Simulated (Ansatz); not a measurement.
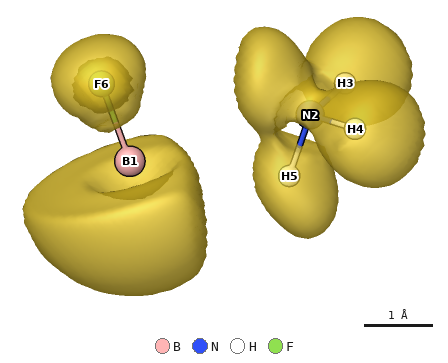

The picture shows: BF···NH3. Isosurface of the electron localisation function at 0.8 (yellow), seen across its widest extent. Core shells and regions of very low density are left out.

Not at a stationary point (largest force 1.1 eV/Å).

Level of theory: RHF/cc-pVDZ (Ansatz 0.2.0).

```yaml
atoms:
  - { symbol: B, position_ang: [-0.2528, -0.0672, -0.9785] }
  - { symbol: N, position_ang: [0.9836, 0.0381, 1.4784] }
  - { symbol: H, position_ang: [0.8981, 0.7480, 2.1885] }
  - { symbol: H, position_ang: [1.6498, -0.6341, 1.8235] }
  - { symbol: H, position_ang: [1.4151, 0.4818, 0.6577] }
  - { symbol: F, position_ang: [-1.3432, -0.5667, -0.5471] }
```

Q: What do the ELF domains correspond to?

A: The surface consists of one region on F in which the atom's valence shell and bonds are merged, one lobe on B, pointing away from the bonds (lone pairs) and one joined region spread over several atoms (H, N), in which their bonds and any lone pairs are merged.

Values along the shortest contacts:
B1···N2 (2.75 Å): the ELF dips to about 0.05 between them. B–F (1.27 Å): the ELF peaks at about 0.85 between the atoms, as expected for a short, strongly polar bond.
